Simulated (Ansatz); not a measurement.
# BClGaH3: molecular dynamics

Purpose: to follow the molecule's vibrations and see whether its bonds hold. The start is relaxed first. Runs: 300 steps of 0.5 fs under a Nosé-Hoover thermostat at 700 K. SMILES of the start: [BH2][GaH][Cl].

Program: Ansatz 0.2.0. Level of theory: RKS BLYP/def2-SVP. These are calculated values, not measurements.

### Step 1. The structure to begin with

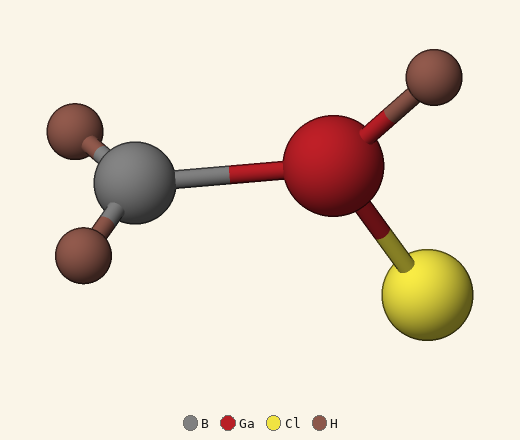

Start, viewed from a free direction; boron grey, gallium red, chlorine yellow, hydrogen brown.

Structure file:

```xyz
6

B    -0.8770    0.3483   -0.7301
Ga    0.5919   -0.0392    0.7125
Cl    1.7670   -1.7423    0.2987
H    -1.9265   -0.1636   -0.6668
H    -0.6144    0.9473   -1.6997
H     1.0589    0.6494    2.0854
```

### Step 2. Preparing the start

File input.yaml:

```yaml
crystal:
  periodic: [false, false, false]
  atoms:
    - { symbol: B, position_ang: [-0.87695, 0.34835, -0.73014] }
    - { symbol: Ga, position_ang: [0.59195, -0.03922, 0.71249] }
    - { symbol: Cl, position_ang: [1.76703, -1.74226, 0.29871] }
    - { symbol: H, position_ang: [-1.92648, -0.16355, -0.66681] }
    - { symbol: H, position_ang: [-0.61442, 0.94727, -1.69967] }
    - { symbol: H, position_ang: [1.05887, 0.64942, 2.08542] }
basis:
  gaussian: { orbitals: def2-SVP }
hamiltonian:
  xc: blyp
relax:
  f_tol: 0.02
  max_steps: 40
scf:
  lower_state_search: "off"
```

The run is started by

```
ansatz run input.yaml --threads 1 --pin off --max-ram 2048MiB --backend cpu --events-out ev --progress --plain --runs-dir out
```

Standard output (excerpt; [...] marks lines left out):

```text
Warning: RAYON_NUM_THREADS=1 ignored (pool sized by the plan → 1); use --threads N
[...]
Functional definition: BLYP
[...]
878 factors; their error is unknown
[...]
mean field -65615.70718131 eV, -2411.3327629896 hartree, gradient 8.2e-6 eV, S^2 0.000000; 0 other end points of the search recorded, 0 dependent functions left out
[...]
reference -65615.70749950 eV, -2411.3327746826 hartree; 28, 28 occupied and 51, 51 virtual orbitals, 878 factors
relax step   1: F+E_penalty+E_count = -65615.70718131 eV  Δ(F+E_penalty+E_count) = +0.000e0 eV  max|allowed force component| = 1.427e0 eV/Å  Δτ_max = 0.0000 Å  (14 SCF iters, accepted)
[...]
relax step   5: F+E_penalty+E_count = -65615.84319363 eV  Δ(F+E_penalty+E_count) = -1.997e-4 eV  max|allowed force component| = 2.025e-2 eV/Å  Δτ_max = 0.0050 Å  (13 SCF iters, accepted)
[...]
relax step   6: F+E_penalty+E_count = -65615.84333750 eV  Δ(F+E_penalty+E_count) = -1.439e-4 eV  max|allowed force component| = 1.311e-2 eV/Å  Δτ_max = 0.0092 Å  (20 SCF iters, accepted)
Total energy: -65615.84365860 eV, -2411.3377784374 hartree
Atom 0 at    -0.860901     0.325293    -0.735122 Å, force     0.007425     0.001071     0.010717 eV/Å
Atom 1 at     0.592259    -0.029653     0.723094 Å, force    -0.000185     0.007813     0.008592 eV/Å
Atom 2 at     1.826428    -1.816722     0.301131 Å, force    -0.000357    -0.004591    -0.003415 eV/Å
Atom 3 at    -1.968806    -0.159377    -0.647837 Å, force    -0.010391    -0.008311    -0.003781 eV/Å
Atom 4 at    -0.616596     1.002482    -1.710622 Å, force     0.000557     0.005187    -0.013115 eV/Å
Atom 5 at     1.027616     0.677988     2.069357 Å, force     0.002950    -0.001170     0.001002 eV/Å
Dipole moment:    -0.320252     0.331706    -0.038223 e Å
Checks for a lower state left out: stability, starts, cluster_reference, orbital_swaps, neighbouring_geometries, increment
```

It took 15 s on 1 thread of Arm Neoverse N1, shared host; peak memory 0.12 GiB.

The steps of the relaxation:

```csv
step,energy from step 1 (eV),largest force component (eV/Å)
1,0.0000,1.4275
2,-0.0951,0.6065
3,-0.1316,0.2217
4,-0.1358,0.0398
5,-0.1360,0.0202
6,-0.1362,0.0131
```

Step 1 is the start.

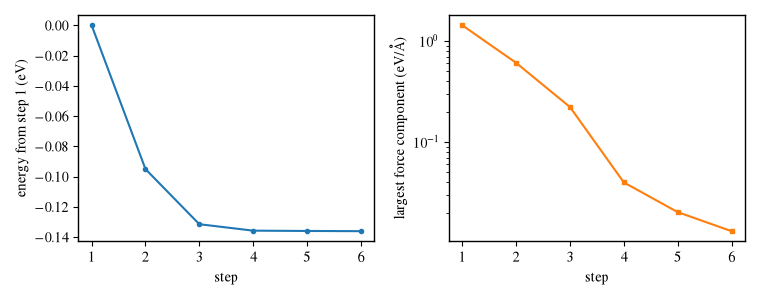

Energy and largest force along the relaxation.

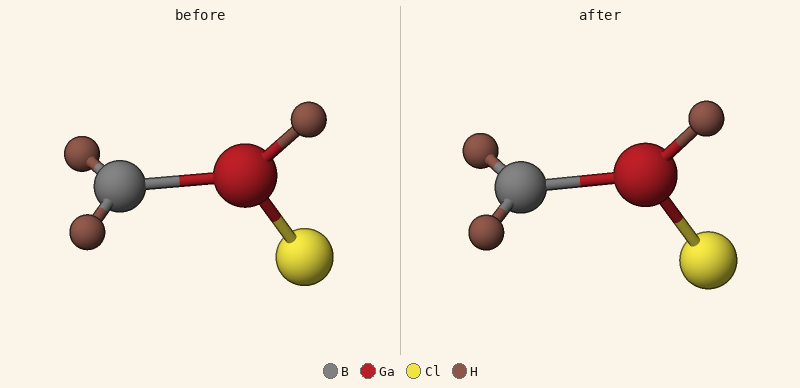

Before and after, at one scale.

After: Bond lengths: B1–Ga2 2.089 Å, Ga2–Cl3 2.212 Å, B1–H4 1.212 Å, B1–H5 1.212 Å, Ga2–H6 1.582 Å. Angles: B1–Ga2–Cl3 113.1°, B1–Ga2–H6 135.2°, Cl3–Ga2–H6 111.7°, Ga2–B1–H4 121.2°, Ga2–B1–H5 121.1°, H4–B1–H5 117.7°.

### Step 3. The run

300 steps of 0.5 fs under a Nosé-Hoover thermostat at 700 K, from the relaxed start.

File input.yaml:

```yaml
crystal:
  periodic: [false, false, false]
  atoms:
    - { symbol: B, position_ang: [-0.860901, 0.325293, -0.735122] }
    - { symbol: Ga, position_ang: [0.592259, -0.029653, 0.723094] }
    - { symbol: Cl, position_ang: [1.826428, -1.816722, 0.301131] }
    - { symbol: H, position_ang: [-1.968806, -0.159377, -0.647837] }
    - { symbol: H, position_ang: [-0.616596, 1.002482, -1.710622] }
    - { symbol: H, position_ang: [1.027616, 0.677988, 2.069357] }
basis:
  gaussian: { orbitals: def2-SVP }
hamiltonian:
  xc: blyp
md:
  timestep: 0.5
  n_steps: 300
  ensemble: nvt_nose_hoover
  temperature: 700.0
  initial_velocities: maxwell_boltzmann
  seed: 96580
  nose_hoover: { tau: 300.0, chain_length: 1 }
scf:
  lower_state_search: "off"
```

The run is started by

```
ansatz run input.yaml --threads 1 --pin off --max-ram 2048MiB --backend cpu --events-out ev --progress --plain --runs-dir out
```

Standard output (excerpt; [...] marks lines left out):

```text
Warning: RAYON_NUM_THREADS=1 ignored (pool sized by the plan → 1); use --threads N
[...]
Functional definition: BLYP
[...]
878 factors; their error is unknown
[...]
mean field -65615.84332903 eV, -2411.3377663258 hartree, gradient 3.0e-6 eV, S^2 0.000000; 0 other end points of the search recorded, 0 dependent functions left out
[...]
reference -65615.84364935 eV, -2411.3377780975 hartree; 28, 28 occupied and 51, 51 virtual orbitals, 878 factors
md step     0: t =     0.00 fs  T =   700.0 K  F+E_penalty+E_count = -65615.84332903 eV  E_kin = 0.361928 eV  conserved = -65615.48140103 eV  (15 SCF iters)
[...]
md step    20: t =    10.00 fs  T =   403.8 K  F+E_penalty+E_count = -65615.68928141 eV  E_kin = 0.208799 eV  conserved = -65615.48052182 eV  (19 SCF iters)
[...]
md step    40: t =    20.00 fs  T =   270.1 K  F+E_penalty+E_count = -65615.62035303 eV  E_kin = 0.139651 eV  conserved = -65615.48090787 eV  (20 SCF iters)
[...]
md step    60: t =    30.00 fs  T =   283.1 K  F+E_penalty+E_count = -65615.62675138 eV  E_kin = 0.146351 eV  conserved = -65615.48089247 eV  (19 SCF iters)
[...]
md step    78: t =    39.00 fs  T =   369.2 K  F+E_penalty+E_count = -65615.67109680 eV  E_kin = 0.190875 eV  conserved = -65615.48120619 eV  (20 SCF iters)
md step    79: t =    39.50 fs  T =   364.7 K  F+E_penalty+E_count = -65615.66866853 eV  E_kin = 0.188550 eV  conserved = -65615.48114211 eV  (20 SCF iters)
```

### Step 4. The log goes on: dynamics from the start

Output, continued (excerpt; [...] marks lines left out):

```text
md step    80: t =    40.00 fs  T =   351.8 K  F+E_penalty+E_count = -65615.66183056 eV  E_kin = 0.181913 eV  conserved = -65615.48097982 eV  (20 SCF iters)
[...]
md step   105: t =    52.50 fs  T =   380.4 K  F+E_penalty+E_count = -65615.67566298 eV  E_kin = 0.196681 eV  conserved = -65615.48114669 eV  (21 SCF iters)
[...]
md step   130: t =    65.00 fs  T =   261.2 K  F+E_penalty+E_count = -65615.61268522 eV  E_kin = 0.135066 eV  conserved = -65615.48106801 eV  (20 SCF iters)
[...]
md step   155: t =    77.50 fs  T =   177.4 K  F+E_penalty+E_count = -65615.56816814 eV  E_kin = 0.091710 eV  conserved = -65615.48087166 eV  (21 SCF iters)
[...]
md step   180: t =    90.00 fs  T =   420.0 K  F+E_penalty+E_count = -65615.69152410 eV  E_kin = 0.217151 eV  conserved = -65615.48071914 eV  (19 SCF iters)
md step   181: t =    90.50 fs  T =   440.4 K  F+E_penalty+E_count = -65615.70205271 eV  E_kin = 0.227720 eV  conserved = -65615.48079815 eV  (19 SCF iters)
md step   182: t =    91.00 fs  T =   462.3 K  F+E_penalty+E_count = -65615.71332374 eV  E_kin = 0.239024 eV  conserved = -65615.48089053 eV  (19 SCF iters)
```

### Step 5. The output, continued: dynamics from the start

Output, continued (excerpt; [...] marks lines left out):

```text
md step   183: t =    91.50 fs  T =   482.8 K  F+E_penalty+E_count = -65615.72390294 eV  E_kin = 0.249650 eV  conserved = -65615.48097601 eV  (19 SCF iters)
[...]
md step   204: t =   102.00 fs  T =   403.0 K  F+E_penalty+E_count = -65615.67927237 eV  E_kin = 0.208369 eV  conserved = -65615.48061024 eV  (20 SCF iters)
[...]
md step   225: t =   112.50 fs  T =   360.3 K  F+E_penalty+E_count = -65615.65515877 eV  E_kin = 0.186302 eV  conserved = -65615.48110699 eV  (18 SCF iters)
[...]
md step   246: t =   123.00 fs  T =   227.2 K  F+E_penalty+E_count = -65615.58348054 eV  E_kin = 0.117458 eV  conserved = -65615.48046705 eV  (20 SCF iters)
[...]
md step   298: t =   149.00 fs  T =   509.6 K  F+E_penalty+E_count = -65615.72229000 eV  E_kin = 0.263496 eV  conserved = -65615.48076938 eV  (19 SCF iters)
md step   299: t =   149.50 fs  T =   488.8 K  F+E_penalty+E_count = -65615.71109573 eV  E_kin = 0.252749 eV  conserved = -65615.48053857 eV  (19 SCF iters)
[...]
md step   300: t =   150.00 fs  T =   475.7 K  F+E_penalty+E_count = -65615.70396723 eV  E_kin = 0.245959 eV  conserved = -65615.48040870 eV  (19 SCF iters)
Total energy: -65615.70428744 eV, -2411.3326566415 hartree
Atom 0 at    -0.912142     0.446013    -0.736296 Å, force     1.830228    -0.102309    -0.225829 eV/Å
Atom 1 at     0.561247    -0.044925     0.714611 Å, force     0.186526    -0.542112    -0.447437 eV/Å
Atom 2 at     1.901431    -1.837784     0.320416 Å, force    -0.494048     0.531078     0.130286 eV/Å
Atom 3 at    -2.032264     0.600808    -0.522239 Å, force    -1.555291     0.042649     0.325737 eV/Å
Atom 4 at    -0.492295     0.702090    -1.847253 Å, force    -0.065733    -0.014246     0.003385 eV/Å
Atom 5 at     1.023607     0.720683     2.001547 Å, force     0.098318     0.084938     0.213858 eV/Å
Dipole moment:    -0.398109     0.347118    -0.048687 e Å
Checks for a lower state left out: stability, starts, cluster_reference, orbital_swaps, neighbouring_geometries, increment
```

It took 10 min on 1 thread of Arm Neoverse N1, shared host; peak memory 0.14 GiB.

### Step 6. Frames and traces

One step in 22; energies are changes from step 0:

```csv
time (fs),T (K),potential energy change (meV/atom),conserved energy change (meV/atom)
0.0,700,0.0,0.00
11.0,431,23.3,0.10
22.0,171,45.8,0.16
33.0,307,34.1,0.08
44.0,407,25.5,0.03
55.0,324,32.9,0.14
66.0,238,40.5,0.06
77.0,161,47.3,0.11
88.0,384,28.3,0.11
99.0,517,17.3,0.05
110.0,338,33.3,0.13
121.0,317,35.4,0.06
132.0,295,37.7,0.10
143.0,386,30.5,0.14
150.0,476,23.2,0.17
```

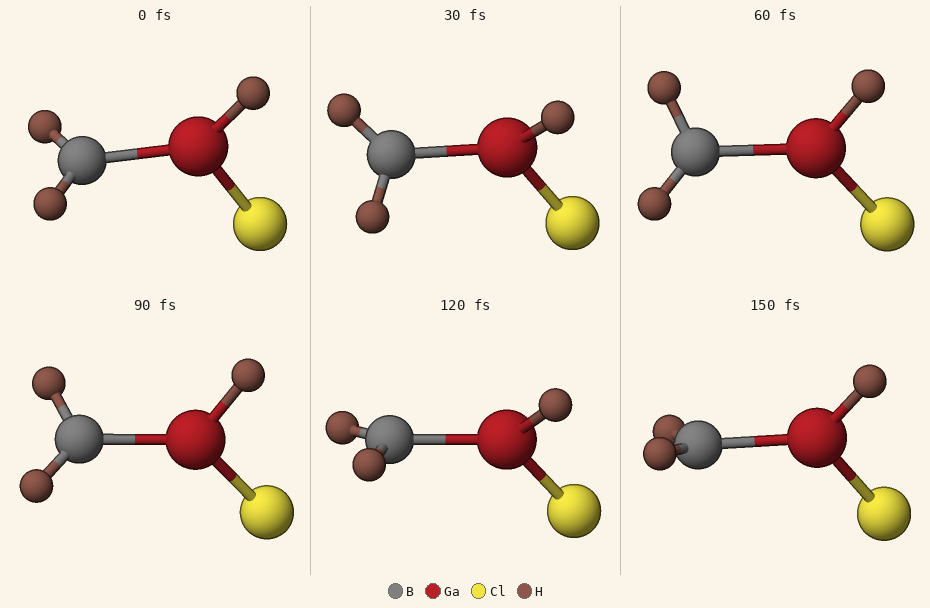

The system at six times, viewed from a free direction. Sticks join atoms within a bonding distance in each frame.

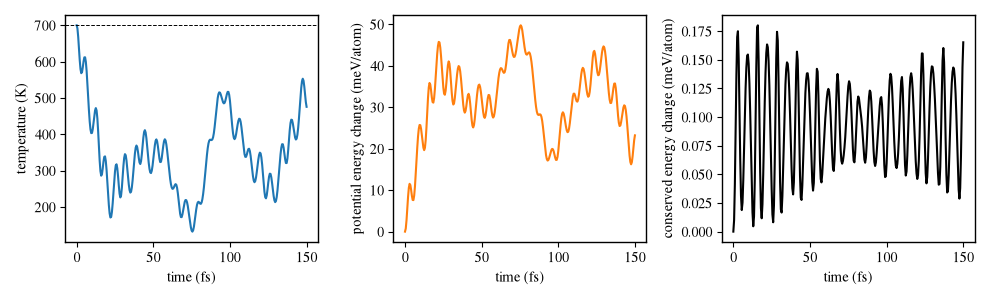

Time series of the run, each on its own scale. The dashed line is the set temperature.

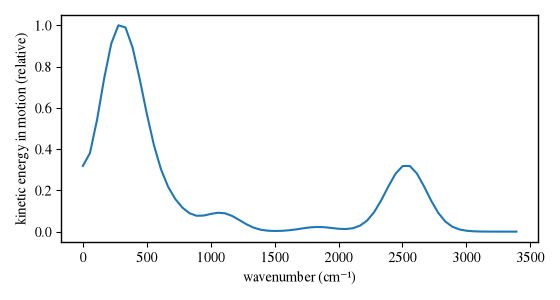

Power spectrum of the mass-weighted velocities; a run of 150 fs resolves no finer than about 440 cm⁻¹.

Maxima of the velocity power spectrum (cm⁻¹, relative height; resolution about 440 cm⁻¹): 280 (100), 2560 (32).

### Step 7. Positions and forces

Extended XYZ, with forces in eV/Å:

```xyz
6
time_fs=19.0 T=327 dE=0.1933
B    -0.862    0.408   -0.678    0.019    0.216   -0.012
Ga    0.606   -0.049    0.682   -0.219    0.538    0.355
Cl    1.815   -1.797    0.349    0.526   -0.583   -0.206
H    -1.623   -0.519   -0.525   -0.472    0.031   -0.310
H    -1.119    1.370   -1.381    0.060   -0.301    0.056
H     0.681    0.411    2.191    0.085    0.099    0.116
6
time_fs=37.5 T=324 dE=0.1956
B    -0.947    0.452   -0.646   -0.607    0.547   -0.863
Ga    0.608   -0.047    0.665   -0.649   -0.222    0.238
Cl    1.846   -1.822    0.377    0.283   -0.084   -0.205
H    -1.796   -0.396   -0.953    0.388    0.190    0.305
H    -1.216    1.580   -1.125    0.393   -0.650    0.373
H     0.617    0.360    2.187    0.192    0.218    0.151
6
time_fs=56.0 T=351 dE=0.1834
B    -1.020    0.519   -0.674    0.809   -0.997    0.773
Ga    0.584   -0.049    0.665   -0.078   -0.425   -0.268
Cl    1.901   -1.856    0.389   -0.344    0.443   -0.052
H    -1.884   -0.177   -1.104   -0.314   -0.308   -0.112
H    -1.009    1.659   -0.900   -0.085    1.243   -0.440
H     1.035    0.716    1.972    0.012    0.045    0.099
6
time_fs=75.0 T=135 dE=0.2970
B    -0.989    0.576   -0.640   -0.205    0.351   -0.540
Ga    0.560   -0.065    0.663    0.734   -0.051   -0.462
Cl    1.926   -1.852    0.395   -0.613    0.414    0.000
H    -1.934   -0.140   -0.983    0.268    0.479    0.133
H    -0.865    1.769   -1.093   -0.163   -1.238    0.415
H     1.322    0.932    1.609   -0.021    0.044    0.453
6
time_fs=94.0 T=510 dE=0.1064
B    -0.953    0.541   -0.612   -0.366   -0.679    0.379
Ga    0.573   -0.078    0.651    0.035   -0.034    0.125
Cl    1.899   -1.811    0.399   -0.036   -0.098   -0.155
H    -2.103    0.172   -0.693    0.024   -0.215    0.170
H    -0.711    1.479   -1.266    0.344    0.906   -0.718
H     1.058    0.716    1.919    0.000    0.120    0.199
6
time_fs=112.5 T=360 dE=0.1882
B    -0.934    0.526   -0.633    0.914    0.268   -0.868
Ga    0.591   -0.084    0.655   -0.864    0.395    0.323
Cl    1.869   -1.780    0.390    0.574   -0.658   -0.236
H    -2.034    0.313   -0.212   -0.464    0.007   -0.098
H    -0.698    1.095   -1.714   -0.428   -0.229    0.614
H     0.592    0.408    2.148    0.268    0.216    0.266
6
time_fs=131.0 T=245 dE=0.2517
B    -0.876    0.513   -0.725   -1.496   -0.323    0.959
Ga    0.578   -0.070    0.684   -0.044    0.154   -0.356
Cl    1.881   -1.800    0.360    0.068   -0.198   -0.112
H    -1.997    0.457   -0.076    1.028    0.059   -0.718
H    -1.025    0.789   -1.893    0.396    0.109   -0.007
H     0.727    0.428    2.158    0.048    0.199    0.235
6
time_fs=150.0 T=476 dE=0.1394
B    -0.912    0.446   -0.736    1.830   -0.102   -0.226
Ga    0.561   -0.045    0.715    0.186   -0.542   -0.447
Cl    1.901   -1.838    0.320   -0.494    0.531    0.130
H    -2.032    0.601   -0.522   -1.555    0.043    0.326
H    -0.492    0.702   -1.847   -0.066   -0.014    0.003
H     1.024    0.721    2.002    0.098    0.085    0.214
```

### Step 8. Summary of results

| quantity | value |
| --- | --- |
| relaxation of the start | 5 moves, 0.136 eV lower |
| length | 300 steps of 0.5 fs |
| temperature, first and last step | 700 and 476 K |
| temperature, second half | mean 359 K, from 132 to 553 K |
| potential energy, second half | +31 meV/atom from the start |
| largest change of the conserved energy | 0.18 meV/atom |
| bonds formed or broken | 0 |

In words: Against a set 700 K the second half averages 359 K with a spread of 103 K; 31 meV/atom has gone into potential energy, and a thermostat that acts over some 300 fs has not made it up in 150 fs. The conserved energy strays from its start by at most 0.18 meV/atom, 0.6 % of the mean kinetic energy, which is good for a step of 0.5 fs. No bond forms or breaks. Averages from a run of 150 fs with 6 atoms are rough. The nuclei move classically, without zero-point motion, which matters most for hydrogen.
